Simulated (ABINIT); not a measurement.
# What a tighter setting buys: ngkpt, P2SrCo2 (I4/mmm, 5 atoms in the cell)

```xyz
5
Lattice="-1.8970 1.8970 5.8050 1.8970 -1.8970 5.8050 1.8970 1.8970 -5.8050" Properties=species:S:1:pos:R:3 pbc="T T T"
P      0.0000     0.0000     4.0925
P      0.0000     0.0000     7.5175
Sr     0.0000     0.0000     0.0000
Co     0.0000     1.8970     2.9025
Co     1.8970     0.0000     2.9025
```
Moments meant for the start (each program seeds them in its own way; μB, in the order of the atoms P P Sr Co Co): 0.0 0.0 0.0 3.0 3.0.

Level of theory: PBEsol, norm-conserving pseudopotentials (PseudoDojo nc-sr-04 PBEsol standard) (plane waves; ABINIT 10.0.3).

Base settings: pseudos = [P.upf, Sr.upf, Co.upf]; ecut = 1306 eV; nsppol = 2; occopt = 7; tsmear = 0.00499791 Ha; ngkpt = 4 4 4; nshiftk = 1; shiftk = 0 0 0; potentials = PseudoDojo nc-sr-04 PBEsol standard; nband = 39.

Misses are taken against the tightest run, 5 5 5, which need not be fully converged itself. The energy is the free energy per atom.

The count of work is k-points × plane waves × bands × iterations; it is no time, and leaves out set-up, grids and terms that scale otherwise. Core times come from one kind of shared machine and are given to one figure; runs under 30 s give none.

The starting cell comes from a database of published, mostly measured structures (it also holds non-ambient and calculated ones), without a prior relaxation at this level. The moments shrank to a small part of their start, a low-spin state that need not be the lowest. In the base run, with a pressure of about -7 GPa the cell is away from its equilibrium volume at this level. Without a gap this mesh is coarse (it stands for a supercell whose shortest vector is 15 Å).

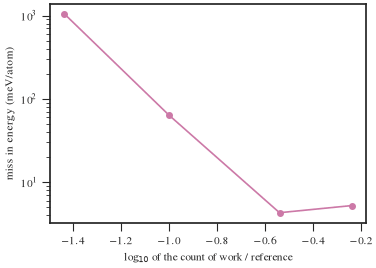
Figure: Miss against the count of work; the reference run is not drawn, and misses under 0.1 meV/atom are drawn there.

```csv
ngkpt,energy less reference (meV/atom),pressure less reference (GPa),largest difference in the force on any atom (eV/Å),count of work / reference,core time / reference (rough)
1 1 1,1047.36,4.09,1.540,0.037,0.05
2 2 2,-64.05,-0.88,0.899,0.10,0.1
3 3 3,4.30,-0.04,0.032,0.29,0.3
4 4 4,5.24,0.24,0.116,0.58,0.5
5 5 5,0.00,0.00,0.000,1.0,1
```

The last two settings still differ by 5.2 meV/atom, so the table cannot show that the reference is converged.

Coarsest setting among those run that, with all tighter ones, holds the energy within 20 meV/atom of the reference: 3 3 3, off by 4.3 meV/atom; it needs 0.29 of the reference's count of work and about 0.3 of the reference's time.

Smallest miss in the energy for at most 0.2 times the reference's count of work: 2 2 2, with a miss of 64 meV/atom at a count of 0.10.

The step from 1 1 1 to 2 2 2: it takes the miss in the energy from 1000 to 64 meV/atom, for 2.7 times the count of work and roughly 2 times the time.
